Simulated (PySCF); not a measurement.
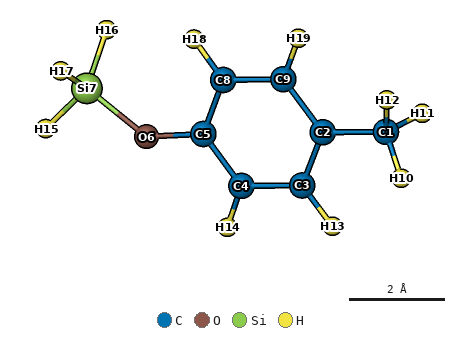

Starting structure of C7H10OSi. The picture is a ball-and-stick view, seen at a tilt.

The start comes from GFN2-xTB. Its atoms were then displaced at random by about 0.01 Å.

Theory: PBE0-D3(BJ)/def2-SVP geometry optimisation, gas phase in PySCF 2.14.0, density-fitted response routines.

```xyz
19

C    -3.2320    0.0976    0.3564
C    -1.7761   -0.0578    0.2100
C    -1.2239   -1.3239    0.1779
C     0.1956   -1.4881    0.0711
C     0.9966   -0.3889   -0.0251
O     2.3239   -0.5909   -0.1286
Si    3.6357    0.3679   -0.2575
C     0.4586    0.8951    0.0074
C    -0.9277    1.0511    0.1440
H    -3.7873   -0.7222   -0.0725
H    -3.5327    0.1826    1.4155
H    -3.5754    1.0393   -0.1275
H    -1.8687   -2.1819    0.2430
H     0.5840   -2.4735    0.0588
H     4.6574   -0.6586   -0.3193
H     3.7501    1.2642    0.9144
H     3.5544    1.2052   -1.4687
H     1.0828    1.7556   -0.0519
H    -1.3460    2.0344    0.1442
```

Question: Predict the outcome.

Answer: The atom that moves furthest after the best rigid fit is H15 (0.27 Å). Largest moves by element: H 0.27 Å, O 0.12 Å, C 0.08 Å, Si 0.04 Å. Among the contacts that change: O6–Si7 1.630 → 1.676 Å, C3–C4 1.433 → 1.390 Å, Si7–H15 1.450 → 1.485 Å, C4–C5 1.364 → 1.398 Å. Among the angles between lasting bonds that change: C5–O6–Si7 135.3° → 128.6°, O6–Si7–H15 98.9° → 105.1°, C5–C4–H14 122.3° → 118.5°. The energy falls by 26.8 kJ/mol in 6 geometry steps. The run took 3.2 min on 1 thread of Arm Neoverse N1, on a shared host.

The structure at the end:

```xyz
19

C    -3.2532    0.1580    0.3628
C    -1.7744   -0.0535    0.2102
C    -1.2252   -1.3417    0.1819
C     0.1449   -1.5472    0.0721
C     1.0123   -0.4549   -0.0143
O     2.3386   -0.7056   -0.1235
Si    3.6027    0.3876   -0.2497
C     0.4840    0.8388    0.0086
C    -0.8919    1.0269    0.1188
H    -3.8259   -0.6809   -0.0592
H    -3.5367    0.2449    1.4253
H    -3.5830    1.0800   -0.1380
H    -1.8887   -2.2091    0.2447
H     0.5687   -2.5530    0.0468
H     4.8282   -0.4464   -0.3454
H     3.6610    1.2723    0.9526
H     3.4493    1.2369   -1.4691
H     1.1454    1.7071   -0.0643
H    -1.2868    2.0468    0.1313
```

After the run, drawn alike:

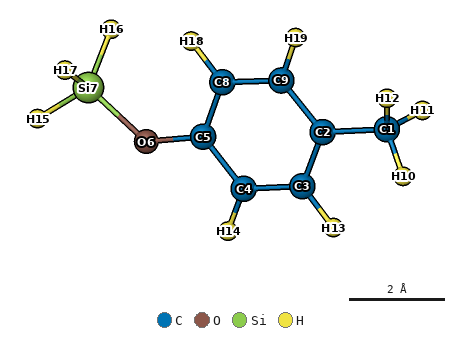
